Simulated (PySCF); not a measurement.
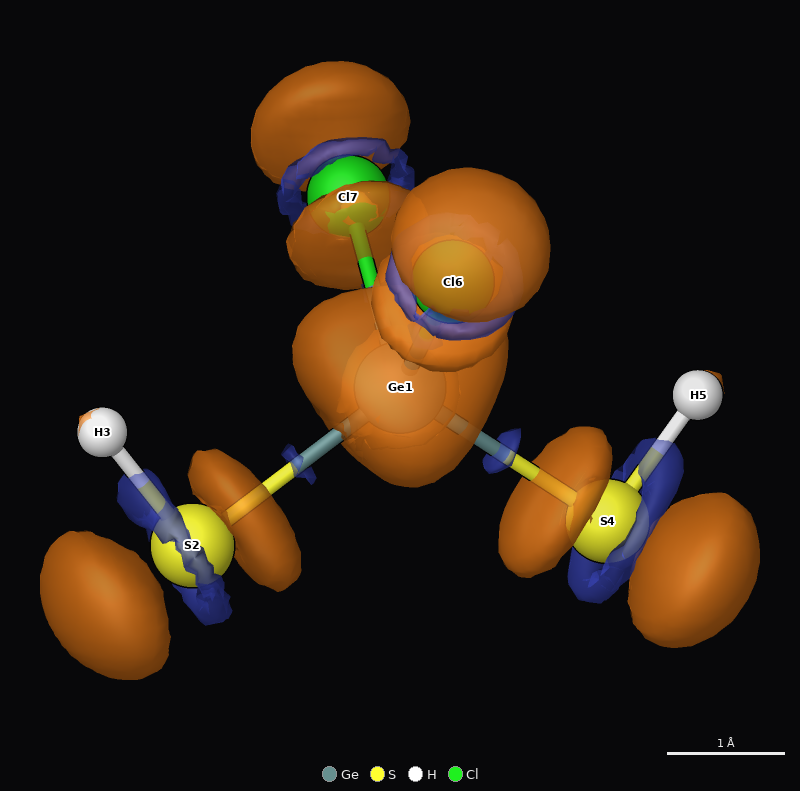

Ge(SH)2Cl2 (Cl2GeH2S2). Fukui function f⁺ = ρ(N+1) − ρ(N) at fixed geometry, surfaces at ±0.03 e/Å³ (orange positive, blue negative).

Computed with PySCF, ωB97X/def2-SVP, geometry: GFN2-xTB. No frequency check shows the geometry to be a minimum. GFN2-xTB bond lengths at metals and heavier atoms can be off by up to 0.1 Å and shapes distorted, which carries into these values.

**On which atoms does the density change most on addition of an electron?**

f⁺ (Hirshfeld-condensed) is largest on S2 and S4 (0.20 each), Cl6 and Cl7 (0.18 each) and Ge1 (0.15); the vertical electron affinity is −0.20 eV (the stability of the anion's solution wasn't checked; negative, but this basis has no diffuse functions, so it doesn't show that the anion is unbound). Condensed values hint at sites of nucleophilic attack but needn't mark the atom that reacts. Shares this close don't rank the sites. Orbital relaxation makes it negative in places (0.16 e in all).
